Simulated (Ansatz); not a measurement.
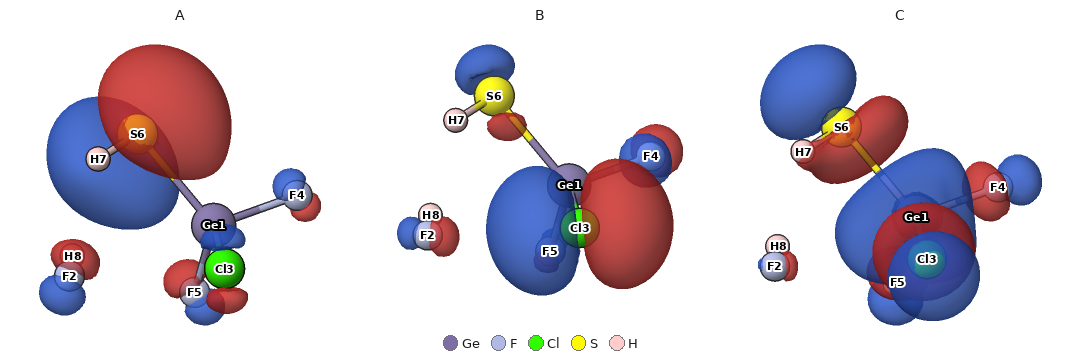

*ClF2GeHS···HF. Three frontier orbitals at ±0.1 Å⁻³ᐟ² (blue and red are the two phases), in no order.*

Computed with RKS PBE-D4/def2-SVP in Ansatz.

Input file:

```
crystal:
  periodic: [false, false, false]
  atoms:
    - { symbol: Ge, position_ang: [0.0, 0.0, 0.0] }
    - { symbol: F, position_ang: [0.0, 0.0, 2.03] }
    - { symbol: Cl, position_ang: [2.0935, 0.0, -0.7393] }
    - { symbol: F, position_ang: [-0.7913, 1.3709, -0.5594] }
    - { symbol: F, position_ang: [-0.7913, -1.3709, -0.5594] }
    - { symbol: S, position_ang: [1.3373, 2.0168, 0.8041] }
    - { symbol: H, position_ang: [2.4142, 1.5819, 1.5858] }
    - { symbol: H, position_ang: [0.6616, 0.9977, 1.926] }
basis:
  gaussian: { orbitals: def2-SVP }
hamiltonian:
  xc: pbe
  dispersion: d4
relax:
  f_tol: 0.15
  max_steps: 25
  restrain:
    - { distance: [0, 5], at: 2.25, k: 30.0 }
    - { distance: [7, 1], at: 0.92, k: 30.0 }
    - { distance: [0, 1], at: 2.88, k: 30.0 }
    - { distance: [7, 5], at: 2.6, k: 30.0 }
output:
  orbitals: {}
```

Launched as:

```sh
ansatz run input.yaml --threads 4 --pin off --max-ram 5120MiB --backend cpu --events-out ev --progress --plain --runs-dir out
```

The fields are those of the run's last geometry, not of the input's.

Order the three orbitals by energy and name them.

B is the HOMO−1 (−8.30 eV). Its weight (Hirshfeld) is mainly on Cl3 (about 85 %) and Ge1 (about 5 %); largely a lone pair of Cl3. A is the HOMO (−7.28 eV). It lies mainly on S6 (about 80 %) and Ge1 (about 5 %); largely a lone pair of S6. C is the LUMO (−2.91 eV). It lies mainly on Ge1 (about 30 %), S6 (about 30 %), Cl3 (about 20 %), F5 (about 10 %) and F4 (about 5 %).

What is the HOMO–LUMO gap?

4.37 eV between the orbital energies.
